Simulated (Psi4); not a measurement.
**One shape, several levels: SiCl2 (SMILES Cl[Si]Cl)**

We compute a comparison of 3 runs (U-wB97X-3c/vDZP, B2PLYP/6-311G**, CCSD/6-31+G**) of SiCl2. 

The calculation is run with Psi4 1.11.

3 further runs of the same task are left out: 1 that didn't finish, 2 set aside as unsound or not needed.

**1. The structure to begin with**

SiCl2: 3 atoms, total charge 0, spin state singlet. SMILES: `Cl[Si]Cl`. The coordinates come from a PBE0-D4/def2-TZVP relaxation.

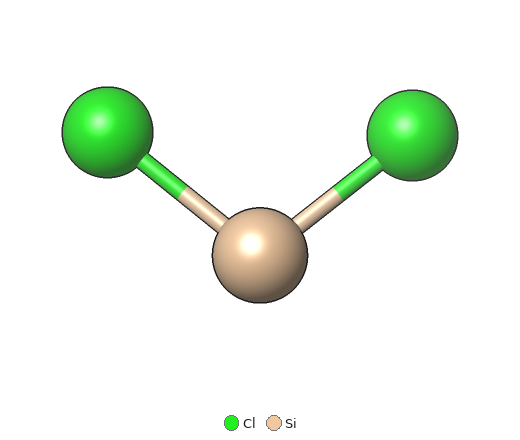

Viewed from a chosen angle; chlorine green, silicon light orange.

**2. Energy and one-electron properties at U-wB97X-3c/vDZP (density fitting with cc-pvtz-jkfit, core potential, IEF-PCM dimethylsulfoxide) (run 1)**

File input.dat:

```
memory 1600 mb

molecule mol {
  0 1
  Cl     0.293800     1.603800     0.338000
  Si    -0.770100    -0.010400    -0.422000
  Cl     0.476300    -1.593400     0.084000
  symmetry c1
}

set globals {
  reference uks
  scf_type df
  df_basis_scf cc-pvtz-jkfit
  pcm true
}

pcm = {
  Units = Angstrom
  Medium {
    SolverType = IEFPCM
    Solvent = DMSO
  }
  Cavity {
    Type = GePol
    RadiiSet = UFF
    Scaling = False
    Area = 0.4
    Mode = Implicit
  }
}

result, w = energy('wb97x-3c', return_wfn=True)
oeprop(w, 'QUADRUPOLE', 'MULLIKEN_CHARGES', 'MULTIPOLE(3)', title='WB97X-3C')
print_variables()
```

Run with:

```sh
psi4 -i input.dat -o output.dat -n 1
```

output.dat:

```text
[...]
    !!!  WARNING: ECP capability is in beta. Please check occupations closely.  !!!
[...]
  Running in c1 symmetry.
[...]
  Nuclear repulsion =   22.337014215303412
[...]
  Multiplicity = 1
[...]
  Nalpha       = 9
  Nbeta        = 9
[...]
    Number of basis functions: 39
[...]
   @DF-UKS iter   1:   -33.83869962799695   -1.72072e+00   1.13877e-02 ADIIS/DIIS
[...]
   @DF-UKS iter   8:   -34.02871606786163   -2.20340e-08   8.03561e-07 DIIS
[...]
   @S^2 Observed:               -2.842170943E-14
[...]
    Orbital Energies [Eh]
    ---------------------
    Alpha Occupied:
       1A     -0.989715     2A     -0.961039     3A     -0.632767
       4A     -0.516889     5A     -0.482233     6A     -0.473554
       7A     -0.441305     8A     -0.425614     9A     -0.362137
    Alpha Virtual:
      10A     -0.018389    11A      0.069490    12A      0.080996
      13A      0.207790    14A      0.217639    15A      0.232921
      16A      0.270330    17A      0.295092    18A      0.356647
      19A      0.373278    20A      0.373462    21A      0.389574
      22A      0.392527    23A      0.423595    24A      0.433825
      25A      0.435964    26A      0.566393    27A      0.580563
[...]
  @DF-UKS Final Energy:   -34.02871606786163
   => Energetics <=
    Nuclear Repulsion Energy =             22.3370142153034124
    One-Electron Energy =                 -99.8647500864245217
    Two-Electron Energy =                  47.2460333378733779
    DFT Exchange-Correlation Energy =      -3.7368313723166291
    Empirical Dispersion Energy =          -0.0043428527817948
    VV10 Nonlocal Energy =                  0.0000000000000000
    PCM Polarization Energy =              -0.0058393095154738
    Total Energy =                        -34.0287160678616303
[...]
 Multipole Moments:
 ------------------------------------------------------------------------------------
     Multipole            Electronic (a.u.)      Nuclear  (a.u.)        Total (a.u.)
 ------------------------------------------------------------------------------------
 L = 1.  Multiply by 2.5417464519 to convert [e a0] to [Debye]
 Dipole X            :         -3.4081695            2.8453773           -0.5627921
 Dipole Y            :         -0.0403147            0.0338567           -0.0064580
 Dipole Z            :          0.0000922            0.0000000            0.0000922
 Magnitude           :                                                    0.5628292
 L = 2.  Multiply by 1.3450342976 to convert [e a0^2] to [Debye ang]
 Quadrupole XX       :        -46.7390710           19.7446219          -26.9944491
 Quadrupole XY       :          1.3271189           -1.3046149            0.0225040
[...]
  Mulliken Charges: (a.u.)
   Center  Symbol    Alpha    Beta     Spin     Total
       1    CL     3.61407  3.61407  0.00000 -0.22814
       2    SI     1.77183  1.77183  0.00000  0.45635
       3    CL     3.61410  3.61410  0.00000 -0.22821
   Total alpha =  9.00000, Total beta =  9.00000, Total charge = -0.00000
  Variable Map:
  ----------------------------------------------------------------------------
  "CURRENT ENERGY"                       =>     -34.028716067862
  "CURRENT REFERENCE ENERGY"             =>     -34.028716067862
  "DD SOLVATION ENERGY"                  =>       0.000000000000
[...]
```

Standard output:

```text
S matrix is not positive-definite!
Consider changing the average area of the cavity finite elements.
Normally an error, this has been commuted to a warning via patch.
Please report this issue:

S matrix is not positive-definite!
Consider changing the average area of the cavity finite elements.
Normally an error, this has been commuted to a warning via patch.
Please report this issue:
```

It took 5.1 s on 1 thread of Intel Xeon 6975P-C (Granite Rapids), shared host; peak memory 0.29 GiB.

Atomic charges (e):

| atom | Mulliken |
| --- | --- |
| Cl1 | -0.228 |
| Si2 | +0.456 |
| Cl3 | -0.228 |

**3. A single-point energy at B2PLYP/6-311G(d,p) (density fitting for correlation) (run 2)**

File cl2si.xyz:

```xyz
3
Cl2Si
Cl     0.293800     1.603800     0.338000
Si    -0.770100    -0.010400    -0.422000
Cl     0.476300    -1.593400     0.084000
```

File cl2si.py:

```python
import psi4

psi4.set_memory(1600000000)
psi4.set_num_threads(1)
psi4.core.set_output_file('cl2si.out', False)

with open('cl2si.xyz') as f:
    atoms = ''.join(f.readlines()[2:])
molecule = psi4.geometry('0 1\n' + atoms + 'symmetry c1')

psi4.set_options({
    'basis': '6-311G**',
    'puream': True,
    'e_convergence': 1e-09,
    'd_convergence': 1e-08,
    'scf_type': 'pk',
    'dft_radial_points': 99,
    'dft_spherical_points': 590,
    'num_frozen_docc': 15,
})

energy_value = psi4.energy('B2PLYP')
print(f'total energy {energy_value:.8f} hartree = {energy_value * 27.211386:.5f} eV')
for k, v in sorted(psi4.core.scalar_variables().items()):
    print(f'{k:45s} {v:18.10f}')
```

Run with:

```sh
python cl2si.py
```

cl2si.out:

```text
[...]
  Running in c1 symmetry.
[...]
  Nuclear repulsion =  168.862006344462941
[...]
  Multiplicity = 1
[...]
  Nalpha       = 24
  Nbeta        = 24
[...]
    Number of basis functions: 78
[...]
   @RKS iter   1: -1209.40840560917491   -2.68420e-01   4.25487e-03 ADIIS/DIIS
[...]
   @RKS iter  10: -1209.44126567818989   -5.91172e-12   6.28115e-09 DIIS
[...]
    Orbital Energies [Eh]
    ---------------------
    Doubly Occupied:
       1A   -102.937901     2A   -102.937889     3A    -67.323589
       4A     -9.933858     5A     -9.933844     6A     -7.573213
       7A     -7.573200     8A     -7.570176     9A     -7.570163
      10A     -7.568934    11A     -7.568921    12A     -5.721567
      13A     -3.974557    14A     -3.973501    15A     -3.970884
      16A     -0.977328    17A     -0.947391    18A     -0.592282
      19A     -0.479406    20A     -0.442110    21A     -0.434738
      22A     -0.402341    23A     -0.387591    24A     -0.325662
[...]
  @RKS Final Energy: -1209.44126567818989
   => Energetics <=
    Nuclear Repulsion Energy =            168.8620063444629409
    One-Electron Energy =               -2008.0373895514617288
    Two-Electron Energy =                 666.6365002971413105
    DFT Exchange-Correlation Energy =     -36.9023827683323162
    Empirical Dispersion Energy =           0.0000000000000000
    VV10 Nonlocal Energy =                  0.0000000000000000
    Total Energy =                      -1209.4412656781896658
[...]
 Multipole Moments:
 ------------------------------------------------------------------------------------
     Multipole            Electronic (a.u.)      Nuclear  (a.u.)        Total (a.u.)
 ------------------------------------------------------------------------------------
 L = 1.  Multiply by 2.5417464519 to convert [e a0] to [Debye]
 Dipole X            :          0.0857935           -0.7095860           -0.6237925
 Dipole Y            :          0.0011913           -0.0084433           -0.0072519
 Dipole Z            :         -0.0000000           -0.0000000           -0.0000000
 Magnitude           :                                                    0.6238346
[...]
```

On the terminal:

```text
total energy -1209.55675640 hartree = -32913.71579 eV
B2PLYP DOUBLE-HYBRID CORRECTION ENERGY             -0.1154907222
B2PLYP TOTAL ENERGY                             -1209.5567564004
CURRENT ENERGY                                  -1209.5567564004
CURRENT REFERENCE ENERGY                        -1209.4412656782
DD SOLVATION ENERGY                                 0.0000000000
DFT FUNCTIONAL TOTAL ENERGY                     -1209.4412656782
DFT TOTAL ENERGY                                -1209.5567564004
DFT VV10 ENERGY                                     0.0000000000
DFT XC ENERGY                                     -36.9023827683
DOUBLE-HYBRID CORRECTION ENERGY                    -0.1154907222
GRID ELECTRONS ALPHA                               23.9999994167
GRID ELECTRONS BETA                                23.9999994167
GRID ELECTRONS TOTAL                               47.9999988334
NUCLEAR REPULSION ENERGY                          168.8620063445
ONE-ELECTRON ENERGY                             -2008.0373895515
PCM POLARIZATION ENERGY                             0.0000000000
PE ENERGY                                           0.0000000000
SCF ITERATION ENERGY                            -1209.4412656782
SCF ITERATIONS                                     10.0000000000
SCF TOTAL ENERGY                                -1209.4412656782
TWO-ELECTRON ENERGY                               666.6365002971
XC GRID RADIAL POINTS                              99.0000000000
XC GRID SPHERICAL POINTS                          590.0000000000
XC GRID TOTAL POINTS                           164994.0000000000
```

Run time: 4.8 s. Hardware: 1 thread of Intel Xeon 6975P-C (Granite Rapids), shared host; peak memory 0.53 GiB.

**4. The energy at CCSD/6-31+G(d,p) (Cartesian functions) (run 3)**

File job.json:

```json
{
 "schema_name": "qcschema_input",
 "schema_version": 1,
 "molecule": {
  "schema_name": "qcschema_molecule",
  "schema_version": 2,
  "symbols": ["Cl", "Si", "Cl"],
  "geometry": [0.55520154, 3.03074276, 0.63872743, -1.45527809, -0.01965315, -0.79746442, 0.90007655, -3.01108961, 0.15873699],
  "molecular_charge": 0,
  "molecular_multiplicity": 1
 },
 "driver": "energy",
 "model": {
  "method": "ccsd",
  "basis": "6-31+G**"
 },
 "keywords": {
  "scf_type": "direct",
  "freeze_core": true,
  "df_basis_mp2": "def2-tzvp-ri"
 }
}
```

Run with:

```sh
psi4 --qcschema job.json -n 1 --memory 1600MB
```

stdout:

```text
[...]
  Running in cs symmetry.
[...]
  Nuclear repulsion =  168.862006363829693
[...]
  Multiplicity = 1
[...]
  Nalpha       = 24
  Nbeta        = 24
[...]
    Number of basis functions: 69
[...]
   @DF-RHF iter   1: -1207.92110092736152   -4.05364e-01   3.35417e-03 ADIIS/DIIS
[...]
   @RHF iter  17: -1207.94492582156704   -3.18323e-12   6.74209e-09 DIIS
[...]
    Orbital Energies [Eh]
    ---------------------
    Doubly Occupied:
       1Ap  -104.834146     2Ap  -104.834133     3Ap   -68.883557
       4Ap   -10.570046     5Ap   -10.570030     6Ap    -8.038597
       7Ap    -8.038583     1App   -8.036485     2App   -8.036472
       8Ap    -8.036017     9Ap    -8.036003    10Ap    -6.231343
      11Ap    -4.332415     3App   -4.332124    12Ap    -4.330694
      13Ap    -1.132919    14Ap    -1.099891    15Ap    -0.682441
      16Ap    -0.557140    17Ap    -0.523454     4App   -0.510402
       5App   -0.477090    18Ap    -0.462806    19Ap    -0.381543
[...]
  @RHF Final Energy: -1207.94492582156704
   => Energetics <=
    Nuclear Repulsion Energy =            168.8620063638296926
    One-Electron Energy =               -2007.6772005479442669
    Two-Electron Energy =                 630.8702683625474492
    Total Energy =                      -1207.9449258215670397
[...]
 Multipole Moments:
 ------------------------------------------------------------------------------------
     Multipole            Electronic (a.u.)      Nuclear  (a.u.)        Total (a.u.)
 ------------------------------------------------------------------------------------
 L = 1.  Multiply by 2.5417464519 to convert [e a0] to [Debye]
 Dipole X            :          0.0976446           -0.7095860           -0.6119414
 Dipole Y            :          0.0013394           -0.0084433           -0.0071038
 Dipole Z            :          0.0000000            0.0000000            0.0000000
 Magnitude           :                                                    0.6119827
[...]
      * MP2 total energy                      = -1208.275569131031261
[...]
      * CCSD total energy                     = -1208.310744893425635
[...]
```

The result, in JSON:

```text
{
 "driver": "energy",
 "model": {
  "method": "ccsd",
  "basis": "6-31+G**"
 },
 "success": true,
 "return_result": -1208.3107448934256,
 "properties": {
  "calcinfo_nbasis": 69,
  "calcinfo_nmo": 69,
  "calcinfo_nalpha": 24,
  "calcinfo_nbeta": 24,
  "calcinfo_natom": 3,
  "nuclear_repulsion_energy": 168.8620063638297,
  "return_energy": -1208.3107448934256,
  "scf_one_electron_energy": -2007.6772005479443,
  "scf_two_electron_energy": 630.8702683625474,
  "scf_dipole_moment": [-0.6119414480577214, -0.007103813569154738, 0.0],
  "scf_total_energy": -1207.944925821567,
  "scf_iterations": 17,
  "mp2_same_spin_correlation_energy": -0.08550837083484736,
  "mp2_opposite_spin_correlation_energy": -0.24513493863334518,
  "mp2_singles_energy": -3.508746005751309e-27,
  "mp2_doubles_energy": -0.33064330946819254,
  "mp2_correlation_energy": -0.33064330946819254,
  "mp2_total_energy": -1208.2755691310313,
  "ccsd_same_spin_correlation_energy": -0.0823329259012362,
  "ccsd_opposite_spin_correlation_energy": -0.28348614596119853,
  "ccsd_singles_energy": 0.0,
  "ccsd_doubles_energy": -0.36581907186243473,
  "ccsd_correlation_energy": -0.3658190718624352,
  "ccsd_total_energy": -1208.3107448934256,
  "ccsd_iterations": 14
 }
}
```

Run time: 11 s. Hardware: 1 thread of Intel Xeon 6975P-C (Granite Rapids), shared host; peak memory 0.23 GiB.

**5. All runs side by side**

| run | level | task | radii | energy (Eh) | HOMO energy (eV) | LUMO energy (eV) | HOMO–LUMO gap (eV) | wall time |
| --- | --- | --- | --- | --- | --- | --- | --- | --- |
| 1 | U-wB97X-3c/vDZP (density fitting with cc-pvtz-jkfit, core potential, IEF-PCM dimethylsulfoxide) | properties | UFF | -34.028716 | -9.85 | -0.50 | 9.35 | 5.1 s |
| 2 | B2PLYP/6-311G** (density fitting for correlation) | energy | – | -1209.556756 | -8.86 | -1.95 | 6.91 | 4.8 s |
| 3 | CCSD/6-31+G** (Cartesian functions) | energy | – | -1208.310745 | -10.38 | -0.09 | 10.29 | 11 s |

**6. What came out**

| quantity | value |
| --- | --- |
| run 3: total energy | -1208.31074 Eh |
| run 3: HOMO energy (Hartree–Fock orbitals) | -10.38 eV |
| run 3: LUMO energy (Hartree–Fock orbitals) | -0.09 eV |
| run 3: HOMO–LUMO gap (Hartree–Fock orbitals) | 10.29 eV |
| run 3: correlation energy (15 core orbitals frozen) | -365.8 mEh |
| run 3: T1 diagnostic | 0.015 |

**Reading.** Totals of different functionals can't be ranked against each other. Some runs of one species differ in core potentials or relativity; totals across that change don't compare. All runs together took 20 s, the longest 11 s.
